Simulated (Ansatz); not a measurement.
# Single-point calculation of CHOSi

CHOSi, multiplicity 2, computed with UKS wB97M-V/def2-TZVPP (Ansatz 0.2.0).

The geometry comes from this level: PBE0-D4/def2-TZVP.

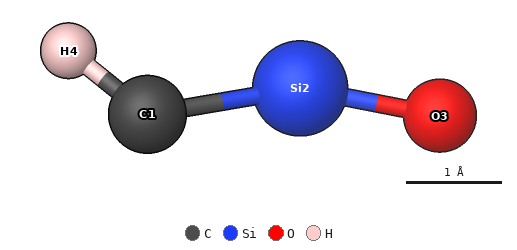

The structure (ball-and-stick view, seen at a tilt; atoms are numbered from 1 in the order of the input). Bond lengths as drawn: C–H 1.09 Å, C–Si 1.73 Å and O–Si 1.51 Å.

### Summary

```csv
quantity,value
outcome,converged
total energy,−10974.0997 eV
⟨S²⟩,0.766
SCF solution under orbital rotations,stable
hardware,"2 threads of Arm Neoverse V1, 23 GiB of memory available, shared host"
wall time,19 s (CPU time 36 s)
peak memory,0.37 GiB
```

### Input file
```yaml
crystal:
  periodic: [false, false, false]
  atoms:
    - {symbol: C, position_ang: [0.922552, -0.387638, -0.384400]}
    - {symbol: Si, position_ang: [-0.613726, 0.229224, 0.128584]}
    - {symbol: O, position_ang: [-1.985864, 0.840871, -0.037793]}
    - {symbol: H, position_ang: [1.665686, -0.777807, 0.311748]}
basis:
  gaussian: {orbitals: def2-TZVPP}
magnetization: {spin_polarized: true, initial_magnetization: 1}
hamiltonian: {xc: {name: wB97M-V}}
```

Run as:
```bash
ansatz run in.yaml --threads 2 --pin off --events-out ev --progress --plain --max-ram 4352MiB
```

### What the program printed
```
Functional definition: wB97M-V
  name "wB97M-V"
  cite "Mardirossian & Head-Gordon, J. Chem. Phys. 144, 214110 (2016) doi:10.1063/1.4952647"
  cite "Becke, J. Chem. Phys. 107, 8554 (1997) doi:10.1063/1.475007"
  cite "Vydrov & Van Voorhis, J. Chem. Phys. 133, 244103 (2010) doi:10.1063/1.3521275"
  # Of w^i u^j: cxij and so on, Table III.
  parameter omega = 0.3/bohr
  parameter cx = 0.15
  parameter cx01 = 1.007
  parameter cx10 = 0.259
  parameter css00 = 0.443
  parameter css04 = -1.437
  parameter css10 = -4.535
  parameter css20 = -3.390
  parameter css43 = 4.278
  parameter cos00 = 1.000
  parameter cos10 = 1.358
  parameter cos20 = 2.924
  parameter cos21 = -8.812
  parameter cos60 = -1.390
  parameter cos61 = 9.142
  parameter b = 6.0
  parameter c = 0.01
  gx(w, u) = 1 - cx + cx01*u + cx10*w
  gss(w, u) = css00 + css04*u^4 + css10*w + css20*w^2 + css43*w^4*u^3
  gos(w, u) = cos00 + cos10*w + (cos20 + cos21*u)*w^2 + (cos60 + cos61*u)*w^6
  exchange = spin_sum(e_x_unif_sr(omega)*gx(b97_w, b97_u_x)) + cx*exact_x_sr(omega) + exact_x_lr(omega)
  correlation = spin_sum(e_c_pw_mod_same_spin*gss(b97_w, b97_u_same))
      + integral(e_c_pw_mod_opposite_spin*gos(b97_w_opposite, b97_u_opposite)) + vv10(b, c)
681 factors; their error is unknown
139 factors; integrals over basis functions are off by at most 5.8e-5 eV
mean field evaluation 1: about -10967.3647 eV, gradient 4.2e1 eV
mean field evaluation 2: about -10954.8447 eV, gradient 7.2e1 eV
mean field evaluation 4: about -10974.0257 eV, gradient 3.4e0 eV
mean field evaluation 8: about -10974.0924 eV, gradient 1.3e-1 eV
mean field evaluation 16: about -10974.0996 eV, gradient 2.2e-3 eV
mean field evaluation 32: about -10974.0164 eV, gradient 1.5e0 eV
mean field -10974.09962834 eV, -403.2907228295 hartree, gradient 2.9e-5 eV, S^2 0.766287; 4 other end points of the search recorded, 0 dependent functions left out
reference -10974.09966544 eV, -403.2907241932 hartree; 15, 14 occupied and 103, 104 virtual orbitals, 681 factors
Total energy: -10974.09966544 eV, -403.2907241932 hartree
```
